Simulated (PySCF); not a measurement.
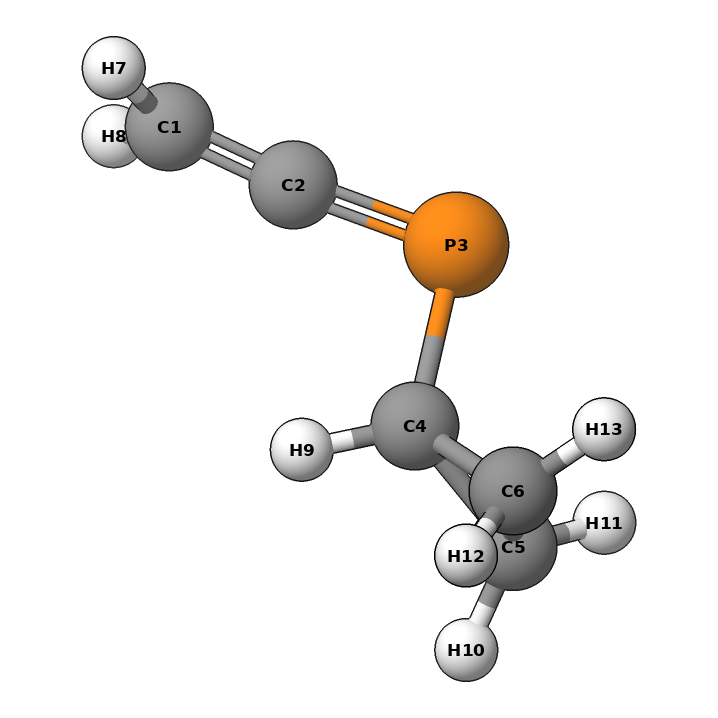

The geometry was computed by an optimisation with GFN2-xTB. No frequency run is at hand to confirm it as a minimum. Method: delta-SCF UKS SCAN, pcX-2 on the ionised atom, pcseg-1 elsewhere, spin-free X2C (PySCF 2.14.0).

Give the core-electron binding energies (to vacuum; p and d levels without spin–orbit splitting) of C1 1s, C2 1s, P3 1s, P3 2p, C4 1s, C5 1s.

```tsv
atom	level	binding energy (eV)
C1	1s	290.2
C2	1s	289.9
P3	1s	2149.6
P3	2p	136.3
C4	1s	290.4
C5	1s	290.5
```

The geometry is semi-empirical. Around P such bond lengths and angles can be off by a tenth of an ångström or more and by several degrees, and values that hang on the shape move with them.
